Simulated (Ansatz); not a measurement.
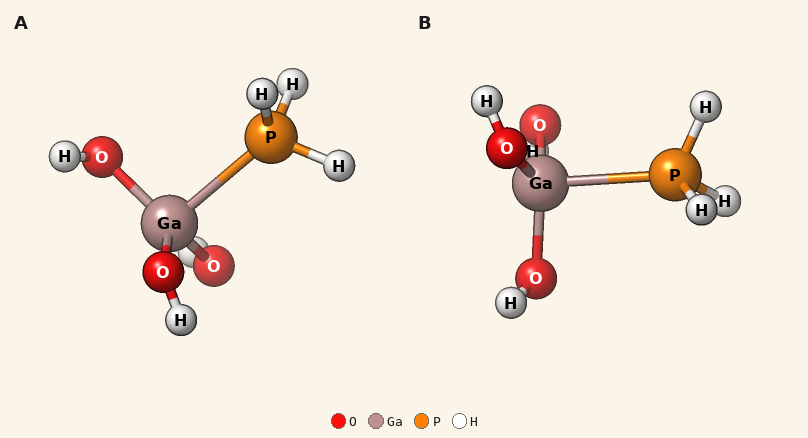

Depth is shown by fading: the farther an atom, the more it takes the colour of the background. Computed geometry: PBE0-D4/def2-TZVP optimisation.

> Can A be turned into B by a rotation alone?

No. They are mirror images that no rotation superimposes: the geometry of GaH6O3P is chiral (C3). Their energies are equal.
